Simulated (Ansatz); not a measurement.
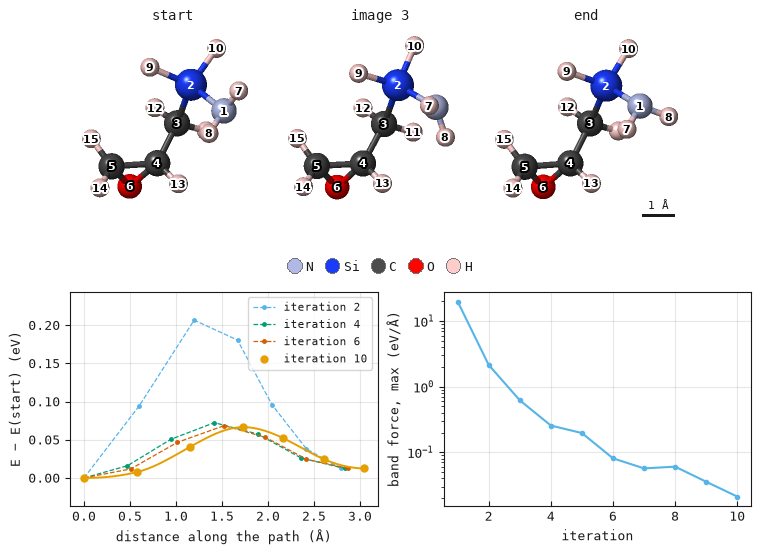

A nudged-elastic-band calculation for C$_{3}$H$_{9}$NOSi. Images are numbered from 0 (start) to 6 (end). The plot follows the band through its iterations. The picture is a ball-and-stick view, seen from a free direction.

Level of theory: RKS PBE-D4/cc-pVDZ (Ansatz). Settings: 5 movable images; climbing image; force threshold 0.03 eV/Å; iteration limit 60; starting path through a guess of the saddle point.

Did the band converge, and can the barrier be trusted?

Answer. The result is final at these settings. The band converged in 10 iterations. The largest component of the band force went from 20 to 0.021 eV/Å. The climbing image converged on the top of the path. Its vibrational analysis gives one imaginary mode (198i cm⁻¹), as a transition state must have. The first iteration put the highest image at 4.118 eV. Forward barrier 0.067 eV, backward barrier 0.054 eV, with image 3 at the top; the reaction energy is +0.012 eV.
